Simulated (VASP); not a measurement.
Band structure of Zr (hcp). These are vdW-DF2, VASP's PBE PAW potentials (set 64) (plane waves; VASP) values and carry that method's errors.

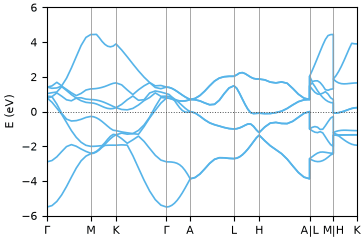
Figure. Bands along high-symmetry lines, zero at the valence-band maximum or, without a gap, the Fermi level

Read the plot: is there a gap, and where are the band edges?

It has no gap at this level: it comes out as a metal or semimetal. (Edges off the drawn lines would not show.)

The compound is Zr in the hcp structure. It was relaxed first, which changed the volume by +6 %.
